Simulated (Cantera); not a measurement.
Feed: 1 mol C2H4, 0.037 mol H2O, equilibrated at 4.50 bar.

These are equilibrium values from Cantera (NASA tables, ideal gas, pure condensed phases), not measurements of a reactor. Candidate condensed phases: C, C6H6, C7H8, C8H18, H2O; 110 gas species. Kinetics and transport are ignored.

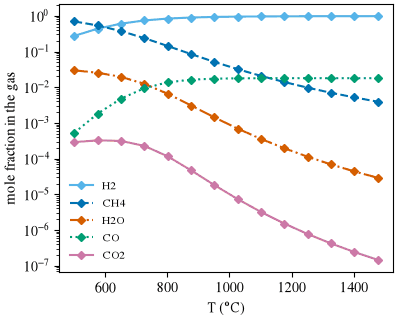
Fig. 1. Equilibrium gas composition (values under 1e-9 drawn at 1e-9)

Problem. Read off the mole fractions at 727 °C.

Solution. H2 about 0.74, CH4 about 0.24, H2O about 0.012, CO about 0.0094, CO2 about 0.00023.
